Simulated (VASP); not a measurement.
Band structure of Ga (alpha). Calculation: r2SCAN+rVV10, VASP's PBE PAW potentials (set 64) (plane waves; VASP).

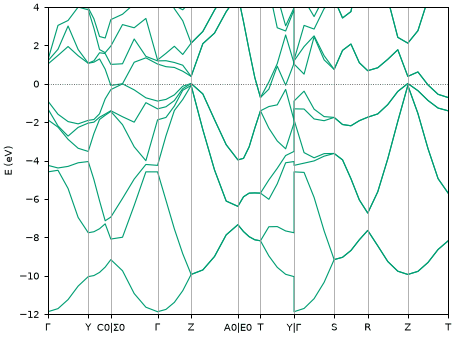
Figure. Bands along high-symmetry lines, zero at the valence-band maximum or, without a gap, the Fermi level

Q: Read the plot: is there a gap, and where are the band edges?

A: It has no gap at this level: it comes out as a metal or semimetal.

The compound is Ga in the alpha structure. It was relaxed first.
